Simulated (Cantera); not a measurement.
Feed: 1 mol SiCl4, 2.3 mol HCl, 8.5 mol H2, at 66000 Pa.

These are equilibrium values from Cantera (NASA tables, ideal gas, pure condensed phases), not measurements of a reactor. Candidate condensed phases: Si; 19 gas species. The tables' values for SiCl3 are old estimates; treat these amounts as uncertain. The numbers say what is thermodynamically allowed, not how fast it happens.

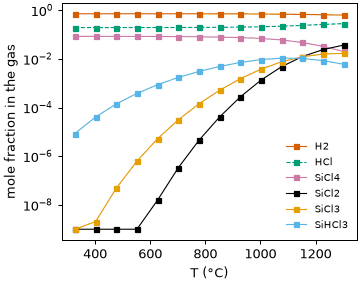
Figure: Equilibrium gas composition (values under 1e-9 drawn at 1e-9)

Problem. Read off the mole fractions at 777 °C.

Solution. H2 about 0.72, HCl about 0.20, SiCl4 about 0.082, SiHCl3 about 0.0031, SiCl3 about 0.00014, SiCl2 about 4.5e-6.
